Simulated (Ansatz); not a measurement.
**CAM-B3LYP/6-31G(d) (spherical functions) run of Si3NH9 (trisilylamine)**

Aim: the vertical ionisation energy of Si3NH9 (trisilylamine) at CAM-B3LYP/6-31G* (spherical functions), from 2 runs. 

Program for the calculation: Ansatz 0.2.0.

59 further runs of the same task are left out: 59 set aside as unsound or not needed.

## (1) The structure to begin with

Si3NH9: 13 atoms, total charge 0, spin state singlet. As SMILES, `[SiH3]N([SiH3])[SiH3]`. The coordinates come from a PBE0-D4/def2-TZVP relaxation.

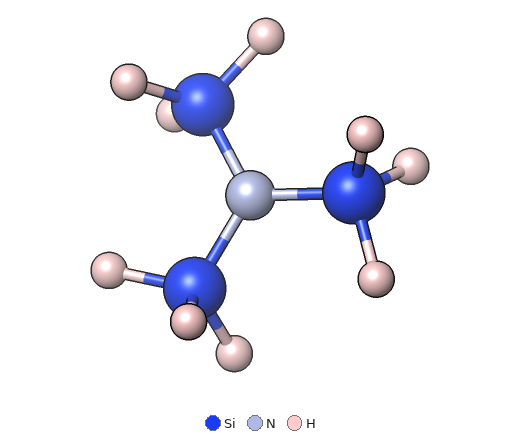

Viewed from a chosen angle; silicon blue, nitrogen light blue, hydrogen pink.

## (2) The energy at CAM-B3LYP/6-31G(d) (spherical functions)

Contents of molecule.yaml:

```yaml
crystal:
  periodic: [false, false, false]
  atoms:
    - {symbol: Si, position_ang: [-0.519450, 1.440730, -0.815850]}
    - {symbol: "N", position_ang: [-0.000690, -0.000090, 0.000350]}
    - {symbol: Si, position_ang: [0.784860, 0.112060, 1.543580]}
    - {symbol: Si, position_ang: [-0.265590, -1.552910, -0.727470]}
    - {symbol: H, position_ang: [-1.148110, 1.019270, -2.096710]}
    - {symbol: H, position_ang: [-1.512750, 2.195720, -0.007190]}
    - {symbol: H, position_ang: [0.625850, 2.343510, -1.105390]}
    - {symbol: H, position_ang: [0.020170, -0.607680, 2.596110]}
    - {symbol: H, position_ang: [2.158120, -0.455830, 1.496860]}
    - {symbol: H, position_ang: [0.862760, 1.555850, 1.894200]}
    - {symbol: H, position_ang: [-1.713780, -1.813530, -0.940290]}
    - {symbol: H, position_ang: [0.285610, -2.575110, 0.202450]}
    - {symbol: H, position_ang: [0.422990, -1.661990, -2.040670]}
basis:
  gaussian:
    orbitals: 6-31G_st_-spherical.json
hamiltonian:
  xc: {name: CAM-B3LYP}
accuracy: high
output: {orbitals: {seedname: orbitals}}
```

The basis set 6-31G* is read from a file made from the Basis Set Exchange's data (not shown).

On the command line:

```bash
ansatz run molecule.yaml --threads 1 --pin off --max-ram 3480MiB --events-out events.jsonl --progress --plain --runs-dir runs
```

The program printed:

```text
Warning: RAYON_NUM_THREADS=1 ignored (pool sized by the plan → 1); use --threads N
Functional definition: CAM-B3LYP
  name "CAM-B3LYP"
  parameter alpha = 0.19
  parameter beta = 0.46
  parameter omega = 0.33/bohr
  parameter ac = 0.81
  exchange = (1 - alpha - beta)*b88_x + beta*b88_x_sr(omega) + alpha*exact_x + beta*exact_x_lr(omega)
  correlation = (1 - ac)*vwn5_c + ac*lyp_c
2086 factors; integrals over basis functions are off by at most 3.8e-9 eV
553 factors; integrals over basis functions are off by at most 2.2e-9 eV
mean field evaluation 1: about -25263.4767 eV, gradient 5.0e1 eV
mean field evaluation 2: about -25259.0293 eV, gradient 6.6e1 eV
mean field evaluation 4: about -25268.3804 eV, gradient 4.2e-1 eV
mean field evaluation 8: about -25268.6065 eV, gradient 2.6e-2 eV
mean field evaluation 16: about -25268.6065 eV, gradient 2.2e-6 eV
mean field -25268.60648088 eV, -928.6041604956 hartree, gradient 8.3e-8 eV, S^2 0.000000; 0 other end points of the search recorded, 0 dependent functions left out
reference -25268.60650544 eV, -928.6041613983 hartree; 29, 29 occupied and 57, 57 virtual orbitals, 2086 factors
Total energy: -25268.60650544 eV, -928.6041613983 hartree
```

Run time: 11 s. Hardware: 1 thread of Arm Neoverse V2, shared host; peak memory 0.4 GiB.

## (3) The doublet cation at the same level

Contents of molecule.yaml:

```yaml
crystal:
  periodic: [false, false, false]
  atoms:
    - symbol: Si
      position_ang: [-0.519450, 1.440730, -0.815850]
    - symbol: "N"
      position_ang: [-0.000690, -0.000090, 0.000350]
    - symbol: Si
      position_ang: [0.784860, 0.112060, 1.543580]
    - symbol: Si
      position_ang: [-0.265590, -1.552910, -0.727470]
    - symbol: H
      position_ang: [-1.148110, 1.019270, -2.096710]
    - symbol: H
      position_ang: [-1.512750, 2.195720, -0.007190]
    - symbol: H
      position_ang: [0.625850, 2.343510, -1.105390]
    - symbol: H
      position_ang: [0.020170, -0.607680, 2.596110]
    - symbol: H
      position_ang: [2.158120, -0.455830, 1.496860]
    - symbol: H
      position_ang: [0.862760, 1.555850, 1.894200]
    - symbol: H
      position_ang: [-1.713780, -1.813530, -0.940290]
    - symbol: H
      position_ang: [0.285610, -2.575110, 0.202450]
    - symbol: H
      position_ang: [0.422990, -1.661990, -2.040670]
basis:
  gaussian: {orbitals: 6-31G_st_-spherical.json}
total_charge: 1
magnetization: {spin_polarized: true, initial_magnetization: 1}
hamiltonian: {xc: {name: CAM-B3LYP}}
accuracy: high
output: {orbitals: {seedname: orbitals}}
```

The basis set 6-31G* is read from a file made from the Basis Set Exchange's data (not shown).

On the command line:

```bash
ansatz run molecule.yaml --threads 1 --pin off --max-ram 3480MiB --events-out events.jsonl --progress --plain --runs-dir runs
```

The program printed:

```text
Warning: RAYON_NUM_THREADS=1 ignored (pool sized by the plan → 1); use --threads N
[... 8 set-up lines as earlier in the session ...]
2087 factors; integrals over basis functions are off by at most 3.7e-9 eV
553 factors; integrals over basis functions are off by at most 2.2e-9 eV
mean field evaluation 1: about -25245.7322 eV, gradient 5.2e1 eV
mean field evaluation 2: about -25225.6314 eV, gradient 7.9e1 eV
mean field evaluation 4: about -25258.8856 eV, gradient 2.3e0 eV
mean field evaluation 8: about -25259.1500 eV, gradient 1.4e-1 eV
mean field evaluation 16: about -25259.1503 eV, gradient 1.6e-4 eV
mean field -25259.15031717 eV, -928.2566528889 hartree, gradient 4.7e-8 eV, S^2 0.758031; 0 other end points of the search recorded, 0 dependent functions left out
reference -25259.15034092 eV, -928.2566537619 hartree; 29, 28 occupied and 57, 58 virtual orbitals, 2087 factors
Total energy: -25259.15034092 eV, -928.2566537619 hartree
```

Wall time 21 s (1 thread of Arm Neoverse V2, shared host); peak memory 0.6 GiB.

## (4) Summary of results

Level: CAM-B3LYP/6-31G* (spherical functions).

| quantity | value |
| --- | --- |
| singlet Si3NH9: total energy | -928.60416 Eh |
| singlet Si3NH9: HOMO energy | -8.75 eV |
| singlet Si3NH9: LUMO energy | 1.13 eV |
| singlet Si3NH9: HOMO–LUMO gap | 9.88 eV |
| doublet cation: total energy | -928.25665 Eh |
| doublet cation: HOMO energy (highest over α and β) | -15.60 eV |
| doublet cation: LUMO energy (lowest over α and β) | -10.16 eV |
| doublet cation: ⟨S²⟩ | 0.758 |
| vertical ionisation energy (to the doublet cation) | 9.456 eV |

**Reading.** Removing an electron at fixed nuclei costs 9.46 eV (218 kcal/mol). The negative HOMO energy of the first species, 8.75 eV, lies 0.71 eV below that difference.
